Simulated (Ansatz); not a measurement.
Partial pair distribution functions of a relaxed model of amorphous IGZO (In9Ga9Zn9O36), broadened by 0.06 Å; density 5.90 g/cm³. All values below come from PBE, scalar-relativistic without spin-orbit coupling (plane waves to 420 eV, PAW; Ansatz, a program for electronic structure).

The cell was made by melting and quenching with the CHGNet potential and then relaxed with DFT. O atoms were pushed apart under 1.9 Å during the dynamics, to hinder bonds among them. The hot cell started wider than the set density and was brought back towards it in steps. It is the lowest in DFT energy of 4 quenches. It is a model cell: composition and starting density were chosen by hand, and all elements were melted together. No dispersion term was used. Its density started from a set value of 5.90 and ended at 5.90 g/cm³. The quench (nominally 320 K/ps over its main leg) was far faster than any real one, so the model tends to hold more defects than a real film. A cell of this size samples the disorder only roughly. The volume was held where the preparation left it, at a PBE pressure of 2.4 GPa. Stress components on the final sampling reach 3.5 GPa.

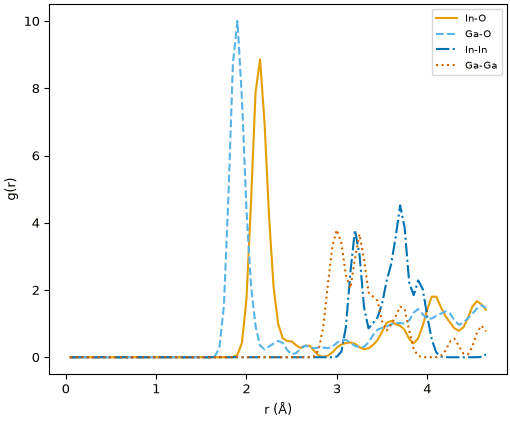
Fig. 1. Partial pair distribution functions

Highest peaks under 4.5 Å: In-O near 2.15 Å, Ga-O near 1.90 Å, In-In near 3.70 Å, Ga-Ga near 3.00 Å; pairs of few atoms are noisy.

Within 2.82 Å each In has 5.56 O neighbours on average.
